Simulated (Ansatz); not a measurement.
# Run report: GeH5O4F, geometry relaxation (part 1 of 2)

The run: geometry relaxation of GeH5O4F. Method and program: RKS PBE-D4/def2-SVP (Ansatz 0.2.0).

It belongs to a series of runs on one base structure; here: end point A relaxed. Figures and captions count atoms from 1; the log counts them from 0 in places.

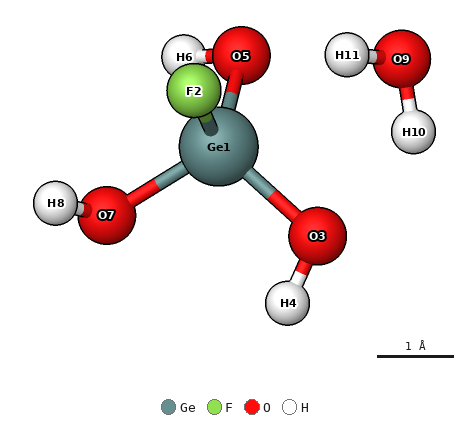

Fig. 1: The starting structure (ball-and-stick view, seen at a tilt; atoms are numbered from 1 in the order of the input). Sticks mark near contacts.

**Key numbers**

- outcome: converged
- total energy: −67472.7590 eV
- mean-field energy: −67472.5423 eV
- largest force (length of the vector) at the end: 0.024 eV/Å
- hardware: 4 threads of Arm Neoverse V1, 24 GiB of memory available, shared host
- wall time: 15 s (CPU time 54 s)
- peak memory: 0.19 GiB

**The input**
```yaml
crystal:
  periodic: [false, false, false]
  atoms:
    - { symbol: Ge, position_ang: [-0.150797, -0.05642, 0.001447] }
    - { symbol: F, position_ang: [-0.304718, -0.128297, 1.713806] }
    - { symbol: O, position_ang: [1.574898, -0.102817, -0.44022] }
    - { symbol: H, position_ang: [1.754623, -0.983452, -0.825829] }
    - { symbol: O, position_ang: [-1.028517, 1.324789, -0.662108] }
    - { symbol: H, position_ang: [-1.801007, 0.972834, -1.148178] }
    - { symbol: O, position_ang: [-0.888364, -1.573581, -0.592738] }
    - { symbol: H, position_ang: [-1.26373, -2.075305, 0.15609] }
    - { symbol: O, position_ang: [1.441726, 2.035789, 1.364577] }
    - { symbol: H, position_ang: [2.088157, 1.458874, 0.907946] }
    - { symbol: H, position_ang: [1.090828, 1.431386, 2.066807] }
basis:
  gaussian: { orbitals: def2-SVP }
hamiltonian:
  xc: pbe
  dispersion: d4
relax:
  f_tol: 0.03
  max_steps: 50
output:
  orbitals: {}
```

Launched with:
```bash
ansatz run input.yaml --threads 4 --pin off --max-ram 5120MiB --backend cpu --events-out ev --progress --plain --runs-dir out
```

**What the program printed**
```
The last accepted step is kept in [file] (removed where the run ends without a failure and the disk answers)
Engine: ansatz 0.2.0, aarch64-unknown-linux-gnu
Functional definition: PBE
  parameter kappa = 0.804
  parameter beta = 0.06672455060314922
  exchange = pbe_x(kappa = kappa, mu = beta*pi^2/3)
  correlation = pbe_c(beta = beta)
1361 factors; their error is unknown
mean field evaluation 1: about -67453.4255 eV, gradient 1.1e2 eV
mean field evaluation 2: about -67385.5059 eV, gradient 2.1e2 eV
mean field evaluation 4: about -67471.9363 eV, gradient 1.7e1 eV
mean field evaluation 8: about -67472.3822 eV, gradient 1.3e-1 eV
mean field evaluation 16: about -67472.3193 eV, gradient 3.9e-4 eV
mean field -67472.31934809 eV, -2479.5620016618 hartree, gradient 4.7e-5 eV, S^2 0.000000; 0 other end points of the search recorded, 0 dependent functions left out
the calculation of the forces begins
reference -67472.31938211 eV, -2479.5620029119 hartree; 39, 39 occupied and 88, 88 virtual orbitals, 1361 factors
relax step   1: F+E_penalty+E_count = -67472.53444815 eV  Δ(F+E_penalty+E_count) = +0.000e0 eV  max|allowed force component| = 1.185e0 eV/Å  Δτ_max = 0.0000 Å  (28 SCF iters, accepted)
these checks for a lower state are left out or cut short: starts, cluster_reference, orbital_swaps, neighbouring_geometries, increment
1361 factors; their error is unknown
mean field -67472.35432247 eV, -2479.5632869466 hartree, gradient 9.8e-6 eV, S^2 0.000000; 0 other end points of the search recorded, 0 dependent functions left out
the calculation of the forces begins
reference -67472.35435676 eV, -2479.5632882065 hartree; 39, 39 occupied and 88, 88 virtual orbitals, 1361 factors
relax step   2: F+E_penalty+E_count = -67472.57304420 eV  Δ(F+E_penalty+E_count) = -3.860e-2 eV  max|allowed force component| = 1.225e0 eV/Å  Δτ_max = 0.1949 Å  (33 SCF iters, accepted)
these checks for a lower state are left out or cut short: starts, cluster_reference, orbital_swaps, neighbouring_geometries, increment
1361 factors; their error is unknown
mean field evaluation 32: about -67472.4204 eV, gradient 5.1e-4 eV
mean field -67472.42040638 eV, -2479.5657154852 hartree, gradient 2.3e-5 eV, S^2 0.000000; 0 other end points of the search recorded, 0 dependent functions left out
the calculation of the forces begins
reference -67472.42044031 eV, -2479.5657167321 hartree; 39, 39 occupied and 88, 88 virtual orbitals, 1361 factors
relax step   3: F+E_penalty+E_count = -67472.64125736 eV  Δ(F+E_penalty+E_count) = -6.821e-2 eV  max|allowed force component| = 1.237e0 eV/Å  Δτ_max = 0.1927 Å  (29 SCF iters, accepted)
these checks for a lower state are left out or cut short: starts, cluster_reference, orbital_swaps, neighbouring_geometries, increment
1361 factors; their error is unknown
mean field -67472.49474457 eV, -2479.5684473634 hartree, gradient 6.3e-6 eV, S^2 0.000000; 0 other end points of the search recorded, 0 dependent functions left out
the calculation of the forces begins
reference -67472.49477861 eV, -2479.5684486145 hartree; 39, 39 occupied and 88, 88 virtual orbitals, 1361 factors
relax step   4: F+E_penalty+E_count = -67472.71203020 eV  Δ(F+E_penalty+E_count) = -7.077e-2 eV  max|allowed force component| = 6.867e-1 eV/Å  Δτ_max = 0.1333 Å  (31 SCF iters, accepted)
these checks for a lower state are left out or cut short: starts, cluster_reference, orbital_swaps, neighbouring_geometries, increment
1361 factors; their error is unknown
mean field -67472.50055248 eV, -2479.5686608001 hartree, gradient 7.9e-6 eV, S^2 0.000000; 0 other end points of the search recorded, 0 dependent functions left out
the calculation of the forces begins
reference -67472.50058639 eV, -2479.5686620464 hartree; 39, 39 occupied and 88, 88 virtual orbitals, 1361 factors
relax step   5: F+E_penalty+E_count = -67472.71672929 eV  Δ(F+E_penalty+E_count) = -4.699e-3 eV  max|allowed force component| = 1.033e0 eV/Å  Δτ_max = 0.1182 Å  (31 SCF iters, accepted)
these checks for a lower state are left out or cut short: starts, cluster_reference, orbital_swaps, neighbouring_geometries, increment
1361 factors; their error is unknown
mean field -67472.53527023 eV, -2479.5699366540 hartree, gradient 7.7e-6 eV, S^2 0.000000; 0 other end points of the search recorded, 0 dependent functions left out
the calculation of the forces begins
reference -67472.53530407 eV, -2479.5699378975 hartree; 39, 39 occupied and 88, 88 virtual orbitals, 1361 factors
relax step   6: F+E_penalty+E_count = -67472.75256949 eV  Δ(F+E_penalty+E_count) = -3.584e-2 eV  max|allowed force component| = 2.440e-1 eV/Å  Δτ_max = 0.0510 Å  (29 SCF iters, accepted)
these checks for a lower state are left out or cut short: starts, cluster_reference, orbital_swaps, neighbouring_geometries, increment
1361 factors; their error is unknown
mean field -67472.54083087 eV, -2479.5701410037 hartree, gradient 1.7e-5 eV, S^2 0.000000; 0 other end points of the search recorded, 0 dependent functions left out
the calculation of the forces begins
reference -67472.54086473 eV, -2479.5701422482 hartree; 39, 39 occupied and 88, 88 virtual orbitals, 1361 factors
relax step   7: F+E_penalty+E_count = -67472.75753410 eV  Δ(F+E_penalty+E_count) = -4.965e-3 eV  max|allowed force component| = 7.362e-2 eV/Å  Δτ_max = 0.0221 Å  (29 SCF iters, accepted)
these checks for a lower state are left out or cut short: starts, cluster_reference, orbital_swaps, neighbouring_geometries, increment
1361 factors; their error is unknown
mean field evaluation 64: about -67472.6078 eV, gradient 3.0e-3 eV
mean field -67472.54179278 eV, -2479.5701763532 hartree, gradient 1.7e-5 eV, S^2 0.000000; 0 other end points of the search recorded, 0 dependent functions left out
the calculation of the forces begins
reference -67472.54182666 eV, -2479.5701775983 hartree; 39, 39 occupied and 88, 88 virtual orbitals, 1361 factors
relax step   8: F+E_penalty+E_count = -67472.75846105 eV  Δ(F+E_penalty+E_count) = -9.269e-4 eV  max|allowed force component| = 4.474e-2 eV/Å  Δτ_max = 0.0180 Å  (28 SCF iters, accepted)
these checks for a lower state are left out or cut short: starts, cluster_reference, orbital_swaps, neighbouring_geometries, increment
1361 factors; their error is unknown
mean field -67472.54226487 eV, -2479.5701937021 hartree, gradient 1.7e-5 eV, S^2 0.000000; 0 other end points of the search recorded, 0 dependent functions left out
the calculation of the forces begins
reference -67472.54229875 eV, -2479.5701949474 hartree; 39, 39 occupied and 88, 88 virtual orbitals, 1361 factors
relax step   9: F+E_penalty+E_count = -67472.75898247 eV  Δ(F+E_penalty+E_count) = -5.214e-4 eV  max|allowed force component| = 2.216e-2 eV/Å  Δτ_max = 0.0096 Å  (29 SCF iters, accepted)
1361 factors; their error is unknown
mean field evaluation 96: about -67472.5423 eV, gradient 2.6e-5 eV
```

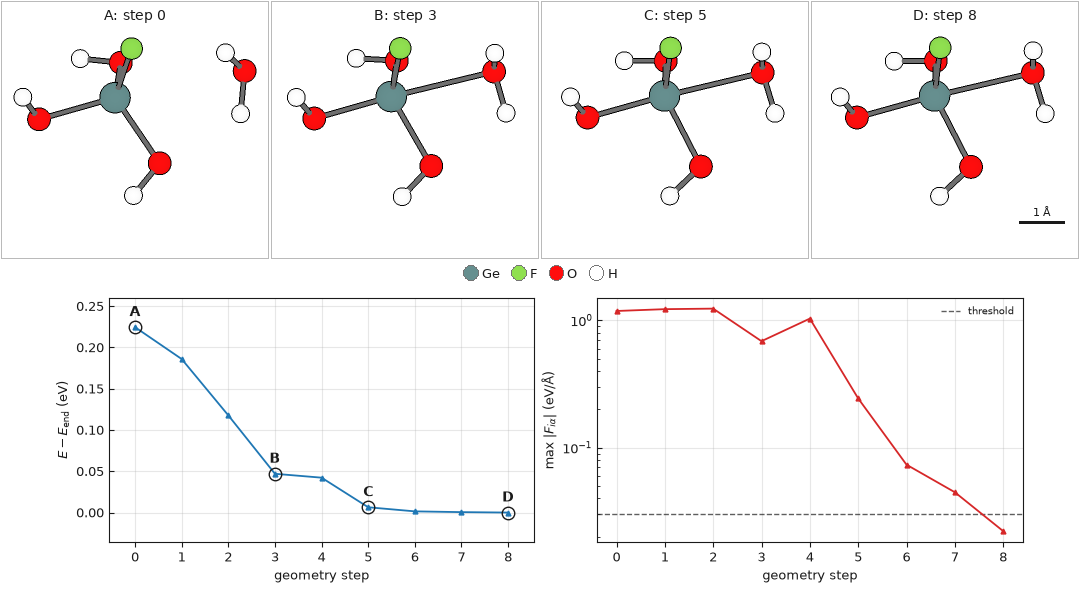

Fig. 2: Frames of the relaxation (ball-and-stick view, seen at a tilt) above the curves, on which the letters mark them (the first geometry is step 0 here and step 1 in the log).

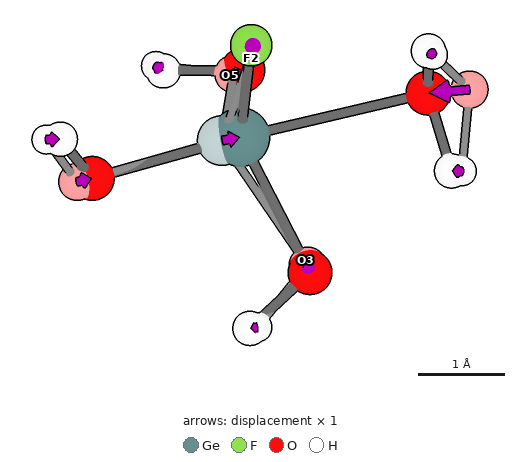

Fig. 3: Start (faint) and end (solid) with the displacements as pink arrows, at true length (ball-and-stick view, seen at a tilt). The two geometries are laid on each other by the best rigid fit. The largest move after the best rigid fit is that of O9, 0.50 Å. Largest moves by element: O 0.50 Å, Ge 0.22 Å, F 0.19 Å, H 0.17 Å. Distances before and after: Ge1–O9 2.962 → 2.256 Å, Ge1–F2 1.721 → 1.784 Å, Ge1–O7 1.789 → 1.809 Å, Ge1–O3 1.782 → 1.799 Å. Among the angles that change: O5–Ge1–O7 109.5° → 102.6°, O3–Ge1–O7 107.2° → 100.8°, F2–Ge1–O7 105.0° → 98.8°. The energy falls by 0.225 eV in 8 geometry steps. The largest force component goes from 1.2 to 0.022 eV/Å. (Atoms are counted from 1 in the order of the input.)

```
mean field -67472.54226487 eV, -2479.5701937021 hartree, gradient 1.6e-5 eV, S^2 0.000000; 1 other end points of the search recorded, 0 dependent functions left out
the calculation of the forces begins
reference -67472.54229875 eV, -2479.5701949474 hartree; 39, 39 occupied and 88, 88 virtual orbitals, 1361 factors
Total energy: -67472.75901636 eV, -2479.5781591725 hartree
Atom 0 at    -0.023813     0.080108     0.118854 Å, force    -0.004526    -0.022159     0.007859 eV/Å
Atom 1 at    -0.288581    -0.255692     1.850408 Å, force    -0.001277     0.001625    -0.007717 eV/Å
Atom 2 at     1.677316    -0.179764    -0.406384 Å, force     0.004516     0.008107     0.008587 eV/Å
Atom 3 at     1.698923    -1.036675    -0.875629 Å, force    -0.005459    -0.002192    -0.000992 eV/Å
Atom 4 at    -0.976271     1.404774    -0.583376 Å, force    -0.000096     0.021508     0.002102 eV/Å
Atom 5 at    -1.681495     0.960589    -1.096261 Å, force    -0.000042    -0.012647     0.002615 eV/Å
Atom 6 at    -0.819330    -1.389434    -0.573822 Å, force     0.002695     0.009210    -0.006058 eV/Å
Atom 7 at    -1.174838    -1.924574     0.160746 Å, force    -0.000592    -0.003216     0.005081 eV/Å
Atom 8 at     1.109037     1.766646     1.100407 Å, force     0.006528     0.002327    -0.009454 eV/Å
Atom 9 at     1.986293     1.420694     0.822077 Å, force     0.004656     0.004499     0.001803 eV/Å
Atom 10 at     1.005859     1.457129     2.024580 Å, force    -0.006403    -0.007063    -0.003826 eV/Å
Dipole moment:     0.212190    -0.248562     0.161820 e Å
```
